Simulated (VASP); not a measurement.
Band structure of Be2Ge (space group P-3m1). Calculation: PBE GGA, VASP's PBE PAW potentials (set 64) (plane waves; VASP).

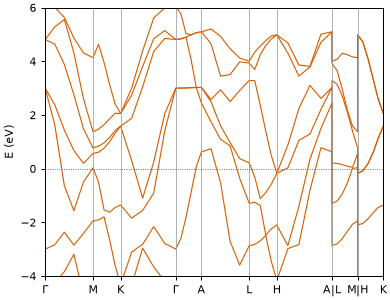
Figure: Bands along high-symmetry lines, zero at the valence-band maximum or, without a gap, the Fermi level

Question: Read the plot: is there a gap, and where are the band edges?

Answer: It has no gap at this level: it comes out as a metal or semimetal.

The structure was generated: Be2Ge was put into an ordered model structure, which need not be its known phase. The cell was not relaxed at this level. The k-mesh is coarse (spacing up to 0.38 per Å, 2π included), so the numbers may not be converged in it.
